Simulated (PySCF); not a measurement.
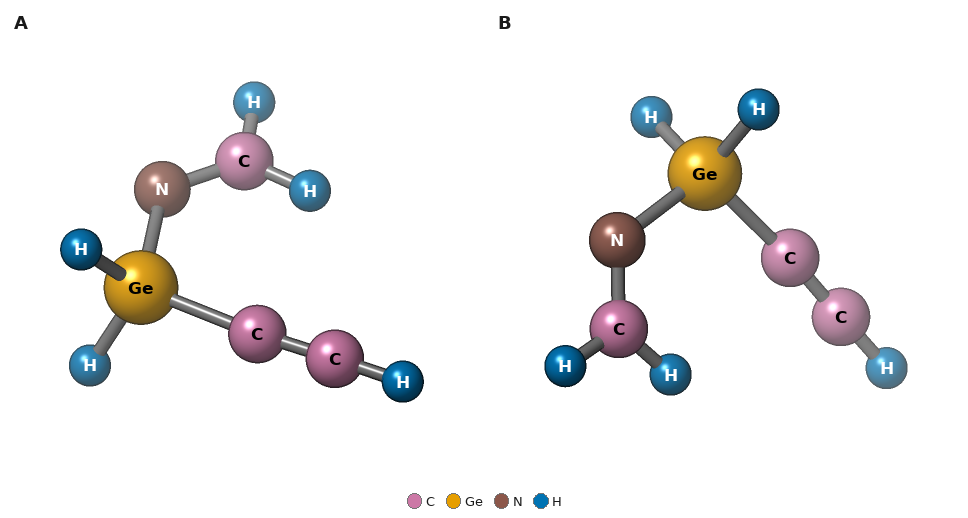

Distant atoms are faded towards the background colour. Computed geometry: PBE0-D3(BJ)/def2-SVP optimisation. No frequency run is at hand to confirm it as a minimum.

How are A and B related: the same structure turned, mirror images, conformers, diastereomers or constitutional isomers?

They are the same structure, C3H5GeN (C#[C][GeH2][N]=C), seen from two directions. With point group Cs it is achiral, so its mirror image would be the same too.
